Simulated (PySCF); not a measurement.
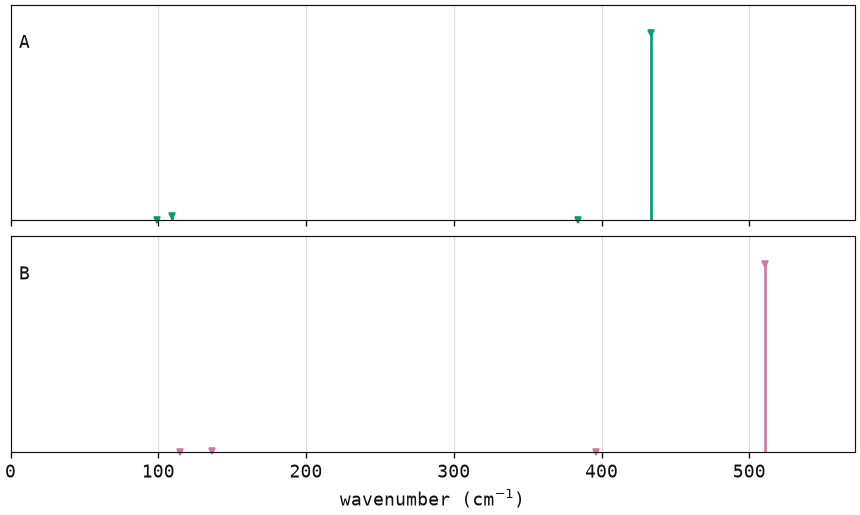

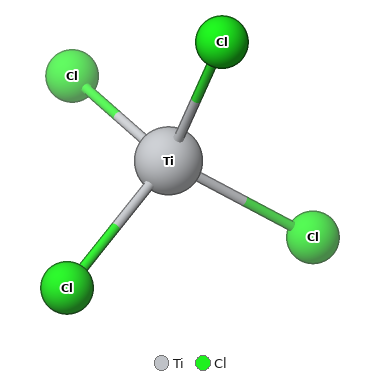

Harmonic infrared lines of TiCl₄ and ZrCl₄, all Td singlets, each the lowest point that its search found (TiCl₄ is drawn); the central atom changes down one group of the periodic table. PBE0/def2-TZVP (core potentials past Kr), PySCF 2.14.0, unscaled, no spin-orbit coupling; each panel is scaled to its strongest line, degenerate modes are one line with their intensities summed, and dots on the axis are modes too weak to show or inactive.

**Which panel belongs to which molecule?**

A: ZrCl₄ (strongest line 433.7 cm⁻¹); B: TiCl₄ (strongest line 510.5 cm⁻¹).

**How do the bond length and the stretches change along the series?**

Mean bond length: TiCl₄ 2.163, ZrCl₄ 2.317 Å, rising down the group. Highest t2 mode: TiCl₄ 510, ZrCl₄ 434 cm⁻¹, falling down the group.
